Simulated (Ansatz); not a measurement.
# FSi3 (charge +1): what the fields show

```xyz
4

F    -0.8211    1.8144   -1.9346
Si   -1.4141    0.6338   -1.0688
Si   -2.2822   -0.9843   -0.0532
Si   -0.9349    0.2116    1.3790
```

Geometry: PBE0-D3(BJ)/def2-SVP.

Level of theory: isolated molecule in a Gaussian basis; Kohn-Sham density functional theory, functional PBE0 (Ansatz).

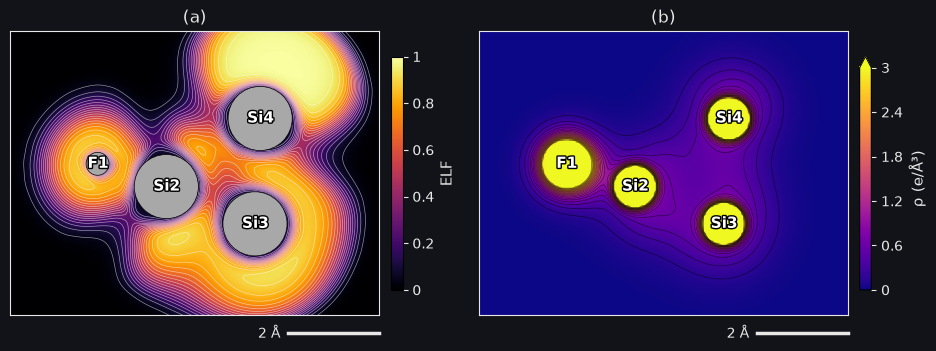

Figure 1. (a) electron localisation function; (b) total electron density on the molecular plane. Grey discs cover the atomic cores in the ELF map.

Q: What do the fields say about this system?

A:
- The section cuts through F and Si sites.
- Si–F (1.58 Å): ρ is about 1.2 e/Å³ halfway; the ELF peaks at about 0.80 in the valence shell of F, 0.6 Å from its nucleus, and is about 0.50 at the midpoint.
- Si–Si (2.10 Å): ρ at the midpoint is about 0.58 e/Å³; the ELF peaks at about 0.65 between the atoms.
- Si–Si (2.30 Å): ρ is about 0.57 e/Å³ halfway; the ELF peaks at about 0.80 between the atoms, as expected for localised, covalent bonding.
- The ELF also peaks beside Si3, F1 and Si4, away from the bonds: lone-pair regions.

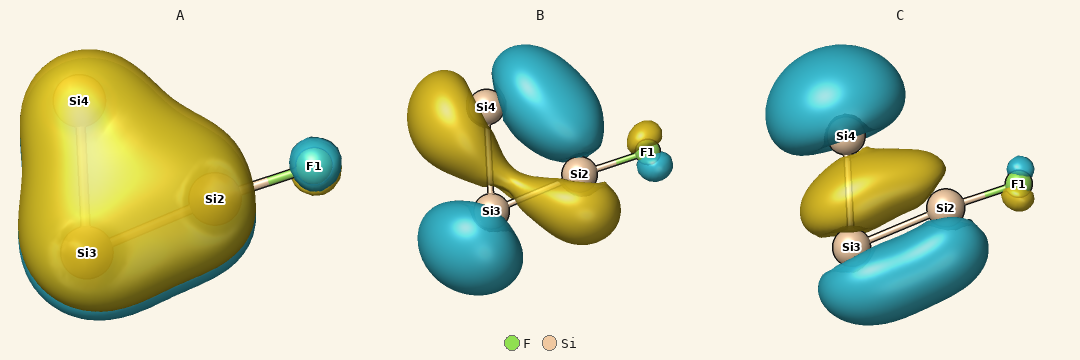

Figure 2. Three frontier orbitals at ±0.1 Å⁻³ᐟ² (yellow and cyan are the two phases), in no order.

Q: Which picture is the HOMO−1, the HOMO and the LUMO?

A: A is the HOMO−1 (−12.63 eV). Its weight (Hirshfeld) is mainly on Si3 (about 40 %), Si2 (about 30 %) and Si4 (about 25 %); it changes sign across the molecular plane (π type); π-bonding across Si2–Si3 and Si3–Si4. C is the HOMO (−12.29 eV). By Hirshfeld shares it lies mainly on Si4 (about 55 %), Si3 (about 25 %) and Si2 (about 20 %); it is symmetric in the molecular plane (an in-plane orbital: σ, lone-pair or in-plane π type). B is the LUMO (−9.64 eV). It lies mainly on Si4 (about 40 %), Si3 (about 35 %) and Si2 (about 25 %); it is symmetric in the molecular plane (an in-plane orbital: σ, lone-pair or in-plane π type).

Q: What is the HOMO–LUMO gap?

A: 2.65 eV between the orbital energies.

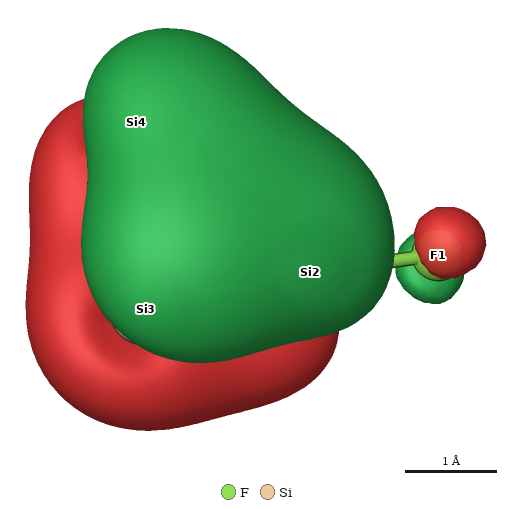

Figure 3. The HOMO−1 at ±0.1 Å⁻³ᐟ² (green and red are the two phases), seen at a tilt.

Q: Where does this orbital lie, and at what energy?

A: By Hirshfeld shares it lies mainly on Si3 (about 40 %), Si2 (about 30 %) and Si4 (about 25 %); it changes sign across the molecular plane (π type); π-bonding across Si2–Si3 and Si3–Si4. Its energy is −12.63 eV.
